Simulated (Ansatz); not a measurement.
**What a change does: single-point calculation on BSiH₃F**

System: BSiH₃F, multiplicity 2, SMILES F[B][SiH3].
Method of run 1: UKS PBE0-D4/def2-TZVPP (Ansatz 0.2.0).

The geometry comes from this level: PBE0-D4/def2-TZVP. Text and figures count atoms from 1; the logs count them from 0 in places.

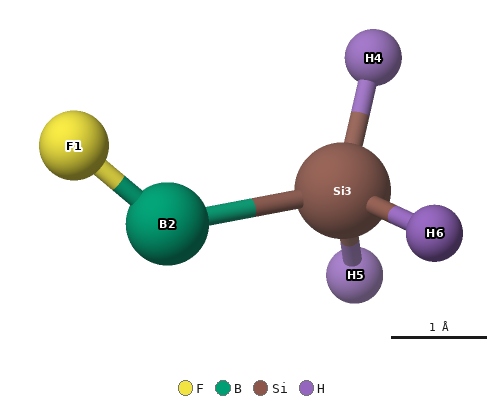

**Figure 1.** The structure as given in the input (ball-and-stick view, seen at a tilt; atoms are numbered from 1 in the order of the input). Bond lengths as drawn: B–F 1.30 Å, B–Si 2.03 Å and H–Si 1.49 Å.

### Input file, run 1
```yaml
crystal:
  periodic: [false, false, false]
  atoms:
    - {symbol: F, position_ang: [-0.532596, -2.321085, 0.591070]}
    - {symbol: B, position_ang: [0.265980, -1.296127, 0.641514]}
    - {symbol: Si, position_ang: [0.060177, 0.548512, -0.176011]}
    - {symbol: H, position_ang: [-1.178823, 0.815285, -0.963137]}
    - {symbol: H, position_ang: [1.247366, 0.744176, -1.049614]}
    - {symbol: H, position_ang: [0.137896, 1.509230, 0.956188]}
basis:
  gaussian: {orbitals: def2-TZVPP}
magnetization: {spin_polarized: true, initial_magnetization: 1}
hamiltonian: {xc: pbe0, dispersion: d4}
output: {orbitals: {seedname: orbitals}}
```

Command:
```bash
ansatz run in.yaml --threads 2 --pin off --events-out ev --progress --plain --max-ram 4352MiB
```

Hardware: 2 threads of Arm Neoverse V1, 23 GiB of memory available, shared host.

### Output (run 1)
```
Functional definition: PBE0
  parameter a = 0.25
  parameter kappa = 0.804
  parameter beta = 0.06672455060314922
  exchange = (1 - a)*pbe_x(kappa = kappa, mu = beta*pi^2/3) + a*exact_x
  correlation = pbe_c(beta = beta)
793 factors; their error is unknown
mean field evaluation 1: about -11312.0662 eV, gradient 1.8e1 eV
mean field evaluation 2: about -11311.5233 eV, gradient 2.5e1 eV
mean field evaluation 4: about -11313.1461 eV, gradient 7.0e-1 eV
mean field evaluation 8: about -11313.1779 eV, gradient 1.1e-1 eV
mean field evaluation 16: about -11313.1780 eV, gradient 3.4e-5 eV
mean field -11313.17795276 eV, -415.7516214164 hartree, gradient 3.4e-5 eV, S^2 0.754092; 2 other end points of the search recorded, 0 dependent functions left out
reference -11313.17798452 eV, -415.7516225836 hartree; 16, 15 occupied and 130, 131 virtual orbitals, 793 factors
Total energy: -11313.24922470 eV, -415.7542406118 hartree
```

The input of run 2 differs as follows (lines with − go, lines with + come):
```diff
-    - {symbol: F, position_ang: [-0.532596, -2.321085, 0.591070]}
-    - {symbol: B, position_ang: [0.265980, -1.296127, 0.641514]}
-    - {symbol: Si, position_ang: [0.060177, 0.548512, -0.176011]}
-    - {symbol: H, position_ang: [-1.178823, 0.815285, -0.963137]}
-    - {symbol: H, position_ang: [1.247366, 0.744176, -1.049614]}
-    - {symbol: H, position_ang: [0.137896, 1.509230, 0.956188]}
+    - {symbol: F, position_ang: [-0.968341, -2.118356, 0.867300]}
+    - {symbol: B, position_ang: [0.085536, -1.317033, 0.765500]}
+    - {symbol: Si, position_ang: [0.057867, 0.241928, -0.429958]}
+    - {symbol: H, position_ang: [-1.082147, 0.647694, -1.285423]}
+    - {symbol: H, position_ang: [1.229895, 1.139022, -0.548041]}
+    - {symbol: H, position_ang: [1.055181, -1.572732, 1.424890]}
```

What does this change do to the results?

With the same method and basis, run 2 lies 17.1 kcal/mol lower. The HOMO goes from −5.65 to −6.29 eV. The LUMO goes from −1.90 to −3.10 eV.

### Output (run 2)
```
Functional definition: PBE0
  parameter a = 0.25
  parameter kappa = 0.804
  parameter beta = 0.06672455060314922
  exchange = (1 - a)*pbe_x(kappa = kappa, mu = beta*pi^2/3) + a*exact_x
  correlation = pbe_c(beta = beta)
793 factors; their error is unknown
mean field evaluation 1: about -11312.0504 eV, gradient 2.1e1 eV
mean field evaluation 2: about -11311.1514 eV, gradient 2.9e1 eV
mean field evaluation 4: about -11313.8800 eV, gradient 1.3e0 eV
mean field evaluation 8: about -11313.9184 eV, gradient 3.8e-2 eV
mean field evaluation 16: about -11313.9185 eV, gradient 7.5e-5 eV
mean field -11313.91846318 eV, -415.7788346726 hartree, gradient 7.5e-5 eV, S^2 0.755900; 0 other end points of the search recorded, 0 dependent functions left out
reference -11313.91849447 eV, -415.7788358225 hartree; 16, 15 occupied and 130, 131 virtual orbitals, 793 factors
Total energy: -11313.98997510 eV, -415.7814626871 hartree
```

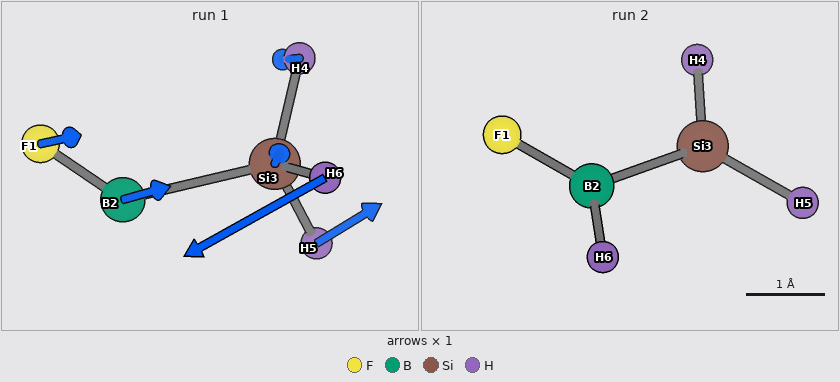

**Figure 2.** The two input geometries at one scale (ball-and-stick view, seen at a tilt). The blue arrows on the first give the shifts of the atoms after the best rigid fit, at true length. The largest move after the best rigid fit is that of H6, 2.10 Å. By element the largest moves are H 2.10 Å, F 0.86 Å, B 0.78 Å, Si 0.61 Å. Among the contacts that change: B2–H6 2.826 → 1.200 Å, Si3–H6 1.487 → 2.780 Å, B2–Si3 2.028 → 1.965 Å, F1–B2 1.300 → 1.328 Å.

### The two runs side by side

| quantity | run 1 | run 2 |
| --- | --- | --- |
| outcome | converged | converged |
| total energy (hartree) | −415.754241 | −415.781463 |
| HOMO (eV) | −5.65 | −6.29 |
| LUMO (eV) | −1.90 | −3.10 |
| ⟨S²⟩ | 0.754 | 0.756 |
| basis functions | 146 | 146 |
| wall time (shared host) | 2.8 s | 2.6 s |
